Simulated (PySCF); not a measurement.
H5AlCl2O4Si2, SMILES [OH][Al]([OH])[O][SiH2]O[SiH](Cl)Cl at its PBE0/def2-SVP optimised geometry (Å):

```
14

Si    -1.6456    -0.8462     0.0000
Cl    -2.2742     1.1840     0.0000
Cl    -2.3739    -1.6199     1.7461
O     -0.0294    -0.8462     0.0000
Si     1.3055     0.1704    -0.2314
O      0.7894     1.5242    -0.9794
Al    -0.6185     1.9155    -1.8940
O     -1.1364     0.6243    -2.8857
O     -1.1004     3.5161    -2.1800
H     -2.2783    -1.5242    -1.1399
H      1.8500     0.4820     1.1166
H      2.2783    -0.6069    -1.0417
H     -1.8449     0.7047    -3.5262
H     -0.7283     4.2893    -1.7548
```

Computed with PBE0/def2-TZVP run with PySCF. Cells within 0.4 Å of a nucleus heavier than hydrogen are left out (blank, or x).

Map of the log10 of the electron density (e/bohr³), floored at −4 on the plane z = 0.0 Å:

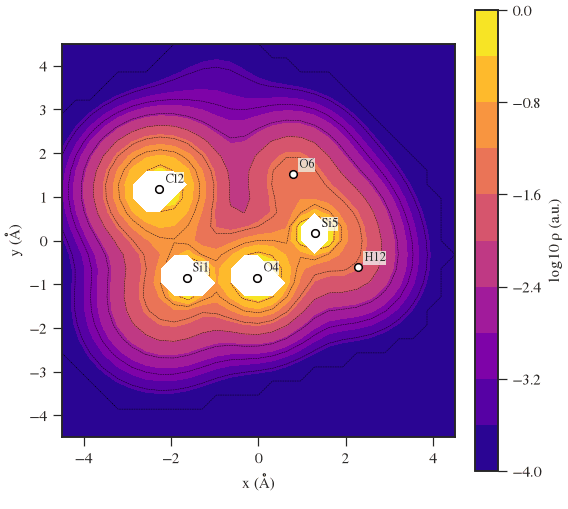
Log10 of the electron density (e/bohr³), floored at −4 on the plane z = 0.0 Å.
